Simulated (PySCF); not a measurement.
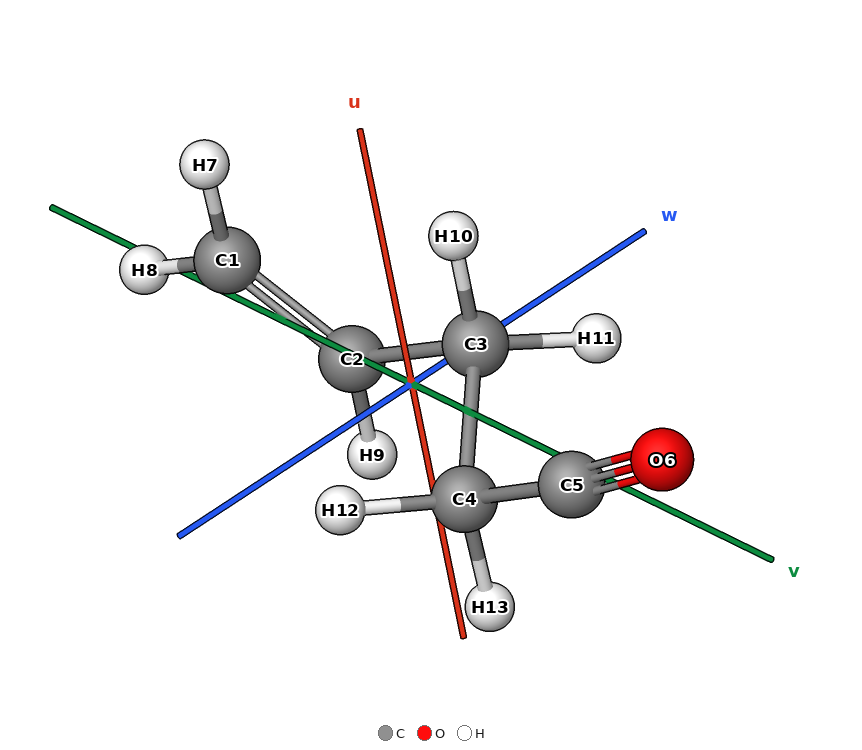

The lines u, v and w are the principal axes of the static dipole polarisability. The species has charge +1 and is a spin singlet. The computed structure is the end point of a GFN2-xTB optimisation. No frequency run is at hand to confirm it as a minimum. Method: PBE0/def2-SVPD (PySCF 2.14.0).

Along which axis is the molecule most polarisable, and along which least?

Most along v (close to the long direction C1···O6), least along w.

Give the three principal values.

u 48.6, v 93.2, w 43.1 bohr³; mean 61.6, anisotropy 47.6 bohr³.
